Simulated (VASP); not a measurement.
Band structure of GaN (zinc blende). Level of theory: optB86b-vdW, VASP's PBE PAW potentials (set 64) (plane waves; VASP).

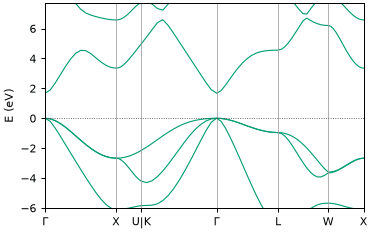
Bands along high-symmetry lines, zero at the valence-band maximum or, without a gap, the Fermi level

Task: Read the plot: is there a gap, and where are the band edges?

Result: The gap is direct, 1.68 eV, from the valence maximum at Γ to the conduction minimum at Γ. (Edges off the drawn lines would not show.)

The compound is GaN in the zinc blende structure, a metastable form; wurtzite is the usual one. The cell was not relaxed at this level.
